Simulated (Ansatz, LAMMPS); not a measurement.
# Squeezing and shearing amorphous SnO2 (108 atoms), part 3 of 3

How stiff is amorphous SnO2 (108 atoms), and how do its levels respond to strain?

Ansatz 0.2.0; Kohn-Sham DFT, PBE, PAW (set soft_1), plane waves.

The cell: 36 Sn and 72 O. The quench rate of 50 K/ps is many orders above laboratory rates. The network of bonds at the start is that of the classical potential that made the cell. Only the Γ point is sampled.

So far. Step 10 (Stretched by 1 % along x): The relaxation converged after 4 steps, 0.0586 eV below its start, with a largest force component of 0.043 eV/Å. Step 10 (Stretched by 1 % along x): Stretched by 1 % along x: the energy stands 0.0677 eV above that of the reference, at a pressure of -0.906 GPa.

## (11) Compressed by 1 % along x

The relaxed cell is strained along x alone, which gives the stiffness along x and its coupling to y and z.

Input file input.yaml:

```yaml
crystal:
  lattice:
    - [10.88775, 0.49769, 0.01912]
    - [0.49271, 11.5164, 0.10158]
    - [0.01893, 0.10158, 11.74608]
  atoms:
    [... the 108 atom lines of step 4 ...]
kpoints:
  mp_grid: { grid: [1, 1, 1] }
hamiltonian:
  xc: pbe
  pseudopotentials: { kind: paw, azcp: { folder: soft_1 } }
scf:
  occupations: { method: fixed }
output:
  forces: true
  eigenvalues: true
  stress: true
relax:
  f_tol: 0.05
  max_steps: 70
```

The run is started by

```
> ansatz run input.yaml --threads 4 --pin off --max-ram 8192MiB --backend cpu --events-out ev --progress --plain --runs-dir out
```

Numbers of over 12 decimals in the logs are rounded to 6 here.

What it wrote:

```text
[...]
Crystal: 108 atoms, lattice volume = 1469.819 Å³
Basis set: ecut = 420 eV, 28763 PW (Γ), exchange–correlation on 150×160×160 points (8 copies of the dense FFT grid, shifted against one another)
Bands: 576, of which v1, the nominal top of the filled ones, is band 468 counted from 1 (467 counted from 0)
Symmetry: 1 space group operations
[...]
k-points: 1
[...]
SCF iter   1: F=—  HF=-257716.773125 eV  |F-HF|=—  |Δ(HF+E_count)|=         —  Δρ=7.22e-2  dr2=6.48e1  ethr=3.10e-3  ⟨swp⟩=4.0  Hψ=2183  notcnv=0  defer=102
[...]
SCF iter   9: F=—  HF=-257701.942428 eV  |F-HF|=—  |Δ(HF+E_count)|=   4.08e-4  Δρ=1.15e-4  dr2=1.79e-4  ethr=2.51e-8  ⟨swp⟩=2.0  Hψ=763  notcnv=0  defer=106
SCF iter  10: F=-257701.942461 eV  HF=-257701.942450 eV  |F-HF|=1.14e-5  |Δ(HF+E_count)|=   2.11e-5  Δρ=2.74e-5  dr2=1.08e-5  ethr=6.68e-9  ⟨swp⟩=11.0  Hψ=3183  notcnv=0
SCF 1 converged in 10 iterations: F = -257701.942461 eV  dr2 = 1.08e-5
[...]
relax step   1: F+E_penalty+E_count = -257701.94246099 eV  Δ(F+E_penalty+E_count) = +0.000e0 eV  max|allowed force component| = 2.481e-1 eV/Å  Δτ_max = 0.0000 Å  (10 SCF iters, dr2 threshold 6.25e-5 eV, accepted)
[...]
relax step   2: F+E_penalty+E_count = -257701.98556120 eV  Δ(F+E_penalty+E_count) = -4.310e-2 eV  max|allowed force component| = 1.059e-1 eV/Å  Δτ_max = 0.0270 Å  (7 SCF iters, dr2 threshold 3.85e-6 eV, accepted)
[...]
relax step   3: F+E_penalty+E_count = -257701.99798637 eV  Δ(F+E_penalty+E_count) = -1.243e-2 eV  max|allowed force component| = 5.778e-2 eV/Å  Δτ_max = 0.0111 Å  (9 SCF iters, accepted)
[...]
relax step   4: F+E_penalty+E_count = -257702.00564937 eV  Δ(F+E_penalty+E_count) = -7.663e-3 eV  max|allowed force component| = 3.652e-2 eV/Å  Δτ_max = 0.0537 Å  (10 SCF iters, accepted)
SCF converged after 10 iterations
Free energy (F): -257702.005649 eV
[...]
Internal energy: -257702.005649 eV  (E = F + TS)
E sigma→0 (E₀):  -257702.005649 eV
Fermi energy:    7.799137 eV
[...]
Σ components = -257702.005649   (vs F -257702.005649, Δ=0.00e0)
--- Forces (eV/Å), atoms counted from 1 ---
  atom   1  Sn    -0.02736388    -0.01959864     0.01211089
  atom   2  Sn     0.00852432    -0.00616352     0.00446623
  atom   3  Sn     0.00163152    -0.01159800    -0.01409597
  atom   4  Sn     0.00675258    -0.01048020    -0.03652545
[...]
atom 108  O      0.00657808     0.00208772     0.00172803
  max |Σ_I F_I| component: 6.43e-5 eV/Å
--- Stress (GPa, compression-positive) ---
        1.485037      -0.042339       0.065769
       -0.042339       0.681034      -0.129795
        0.065769      -0.129795       0.746675
  P = ⅓ Tr σ = 0.9709 GPa (9.709 kbar)
--- Band table (eV) ---
[...]
--- Relaxed structure (4 steps of the walk, 4 accepted, 0 SCFs on fresh bases) ---
  F+E_penalty+E_count = -257702.00564937 eV   max|allowed force component| = 3.652e-2 eV/Å
  atoms:
    - { symbol: Sn, position: [0.841498, 0.483143, 0.225400] }
    - { symbol: Sn, position: [0.990760, 0.155339, 0.505745] }
    - { symbol: Sn, position: [0.575246, 0.054431, 0.742607] }
    - { symbol: Sn, position: [0.752756, 0.664720, 0.027985] }
[...]
- { symbol: O, position: [0.875897, 0.800473, 0.715681] }
```

Elapsed: 73 s, on 4 threads of Intel Xeon at 2.60GHz (Ice Lake), shared host; peak memory 2.4 GiB; 4.6 min of CPU time.

The relaxation converged after 4 steps, 0.0632 eV below its start, with a largest force component of 0.037 eV/Å.

Compressed by 1 % along x: the energy stands 0.0672 eV above that of the reference, at a pressure of 0.971 GPa.

## (12) Sheared by 2 % in xy

A shear of the relaxed cell gives the modulus that volume changes can't reach.

input.yaml, the sections that differ from step 11:

```yaml
crystal:
  lattice:
    - [11.00271, 0.60767, 0.01912]
    - [0.61285, 11.52138, 0.10158]
    - [0.02014, 0.10177, 11.74608]
  atoms:
    [... the 108 atom lines of step 4 ...]
# kpoints, hamiltonian, scf, output, relax: as in step 11
```

What it wrote:

```text
[...]
Crystal: 108 atoms, lattice volume = 1484.518 Å³
Basis set: ecut = 420 eV, 29033 PW (Γ), exchange–correlation on 150×160×160 points (8 copies of the dense FFT grid, shifted against one another)
Bands: 576, of which v1, the nominal top of the filled ones, is band 468 counted from 1 (467 counted from 0)
Symmetry: 1 space group operations
[...]
k-points: 1
[...]
SCF iter   1: F=—  HF=-257716.304444 eV  |F-HF|=—  |Δ(HF+E_count)|=         —  Δρ=7.12e-2  dr2=6.32e1  ethr=3.10e-3  ⟨swp⟩=4.0  Hψ=2181  notcnv=0  defer=102
[...]
SCF iter   9: F=—  HF=-257701.910446 eV  |F-HF|=—  |Δ(HF+E_count)|=   4.08e-4  Δρ=1.17e-4  dr2=1.91e-4  ethr=2.80e-8  ⟨swp⟩=2.0  Hψ=763  notcnv=0  defer=106
SCF iter  10: F=-257701.910491 eV  HF=-257701.910479 eV  |F-HF|=1.21e-5  |Δ(HF+E_count)|=   3.30e-5  Δρ=2.88e-5  dr2=1.19e-5  ethr=6.68e-9  ⟨swp⟩=11.0  Hψ=3162  notcnv=0
SCF 1 converged in 10 iterations: F = -257701.910491 eV  dr2 = 1.19e-5
[...]
relax step   1: F+E_penalty+E_count = -257701.91049092 eV  Δ(F+E_penalty+E_count) = +0.000e0 eV  max|allowed force component| = 3.672e-1 eV/Å  Δτ_max = 0.0000 Å  (10 SCF iters, dr2 threshold 6.25e-5 eV, accepted)
[...]
relax step   2: F+E_penalty+E_count = -257701.97799800 eV  Δ(F+E_penalty+E_count) = -6.751e-2 eV  max|allowed force component| = 1.411e-1 eV/Å  Δτ_max = 0.0303 Å  (7 SCF iters, dr2 threshold 8.43e-6 eV, accepted)
[...]
relax step   3: F+E_penalty+E_count = -257701.99595749 eV  Δ(F+E_penalty+E_count) = -1.796e-2 eV  max|allowed force component| = 7.501e-2 eV/Å  Δτ_max = 0.0125 Å  (8 SCF iters, accepted)
relax step   4: F+E_penalty+E_count = -257701.99887973 eV  Δ(F+E_penalty+E_count) = -2.922e-3 eV  max|allowed force component| = 1.456e-1 eV/Å  Δτ_max = 0.1613 Å  (11 SCF iters, accepted)
relax step   5: F+E_penalty+E_count = -257702.01131231 eV  Δ(F+E_penalty+E_count) = -1.243e-2 eV  max|allowed force component| = 4.284e-2 eV/Å  Δτ_max = 0.0677 Å  (7 SCF iters, dr2 threshold 5.99e-6 eV, accepted)
[...]
relax step   6: F+E_penalty+E_count = -257702.01131540 eV  Δ(F+E_penalty+E_count) = -3.090e-6 eV  max|allowed force component| = 4.285e-2 eV/Å  Δτ_max = 0.0000 Å  (5 SCF iters, accepted)
SCF converged after 5 iterations
Free energy (F): -257702.011315 eV
[...]
Internal energy: -257702.011315 eV  (E = F + TS)
E sigma→0 (E₀):  -257702.011315 eV
Fermi energy:    7.624181 eV
[...]
Σ components = -257702.011315   (vs F -257702.011315, Δ=0.00e0)
--- Forces (eV/Å), atoms counted from 1 ---
  atom   1  Sn    -0.00217776     0.01268136    -0.01581957
  atom   2  Sn    -0.00447545    -0.01234732     0.00847942
  atom   3  Sn     0.00960308    -0.01046926     0.00724446
  atom   4  Sn    -0.01785744     0.00990877     0.01842661
[...]
atom 108  O     -0.00264926     0.00119050    -0.01185551
  max |Σ_I F_I| component: 6.01e-5 eV/Å
--- Stress (GPa, compression-positive) ---
        0.046689      -0.682393       0.052843
       -0.682393       0.201146       0.069878
        0.052843       0.069878       0.159178
  P = ⅓ Tr σ = 0.1357 GPa (1.357 kbar)
--- Band table (eV) ---
[...]
--- Relaxed structure (6 steps of the walk, 6 accepted, 0 SCFs on fresh bases) ---
  F+E_penalty+E_count = -257702.01131540 eV   max|allowed force component| = 4.285e-2 eV/Å
  atoms:
    - { symbol: Sn, position: [0.841028, 0.481435, 0.224828] }
    - { symbol: Sn, position: [0.990871, 0.156394, 0.505807] }
    - { symbol: Sn, position: [0.574651, 0.054356, 0.743003] }
    - { symbol: Sn, position: [0.753710, 0.666476, 0.027357] }
[...]
- { symbol: O, position: [0.874760, 0.803766, 0.716920] }
```

Elapsed: 1.7 min, on 4 threads; peak memory 2.4 GiB; 6.4 min of CPU time.

The relaxation converged after 6 steps, 0.101 eV below its start, with a largest force component of 0.043 eV/Å.

Sheared by 2 % in xy: the energy stands 0.0615 eV above that of the reference, at a pressure of 0.136 GPa.

## (13) Pressure against volume

Atoms are relaxed at each volume, in the scaled cell.

```tsv
volume change (%)	volume (Å³/atom)	energy change (meV/atom)	pressure (GPa)	largest move on relaxing (Å)	bonds	gap (eV)
-10	12.372	34.84	10.40	1.21	215	0.739
-6	12.922	16.55	6.76	0.21	208	0.675
-3	13.334	3.93	3.12	0.10	206	0.533
+0	13.747	0.00	0.00	-	204	0.409
+3	14.159	3.44	-2.56	0.11	203	0.348
+6	14.572	12.08	-4.17	0.38	200	0.357
```

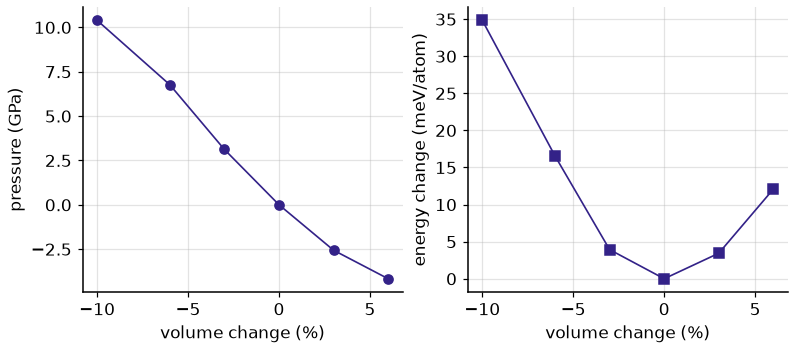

Pressure and energy against volume.

## (14) Uniaxial strain and shear

Stress (GPa, compression positive) less that of the relaxed cell, atoms relaxed:

```tsv
strain	xx	yy	zz	xy	energy change (meV/atom)
stretched by 1 % along x	-1.369	-0.661	-0.690	0.014	0.63
compressed by 1 % along x	1.486	0.676	0.749	-0.051	0.62
sheared by 2 % in xy	0.048	0.196	0.161	-0.691	0.57
```

## (15) Outcome

The bulk modulus, from the slope of pressure against ln V over the three points nearest the relaxed volume, is 94.6 GPa; between neighbouring points the slope runs 84, 116, 102, 87 and 56 GPa from the smallest volume up, without a steady fall, so no pressure derivative is given, and the cell yields more easily when compressed beyond -6 %. The count of bonds runs from 200 to 215 over the series, so at some points contacts cross the cutoffs. At -10 % some atom moved by over 0.5 Å on relaxing, so that point may sit in another local minimum. The gap goes from 0.739 eV at the smallest volume to 0.357 eV at the largest, -2.7 eV per unit of ln V by a straight line, not monotonically (lowest 0.348, highest 0.739 eV), on the run's k-points. In the Cartesian axes of the cell, finite differences give C11 = 143, C12 = 66.9, C13 = 72.0 and C66 = 34.6 GPa (the shear of 2 % is the engineering strain, εxy = 0.01). The mean of C11, C12 and C13, which equals the bulk modulus in a cubic or isotropic solid, is 93.9 GPa: it agrees with the bulk modulus within 10 %. For an isotropic solid C66 would equal (C11 − C12)/2 = 37.9 GPa; so small a sample needn't be isotropic, and C66 rests on one shear. With the bulk modulus and C66 as K and G, Young's modulus would be about 92 GPa and Poisson's ratio 0.34.

**Limits.** Strains are finite and relaxations stop at the force tolerance of the input, which can leave moduli too stiff; they are those of a static cell at zero temperature. Volumes are changed with the cell's shape held, so in an anisotropic solid the modulus lies over the one under free hydrostatic load. The program notes that the SCF threshold of the relaxations is loose for the stress.

The DFT runs together took 30 min of wall time.

[Logs are printed without paths, hosts, clocks, repeated set-up lines and the standing remarks that a program may print on its own settings, such as how far it seeks lower states.]

[Hosts, paths, dates, database ids (printed as entryN), source tags and the programs' standing remarks are cut or masked in the printed files.]
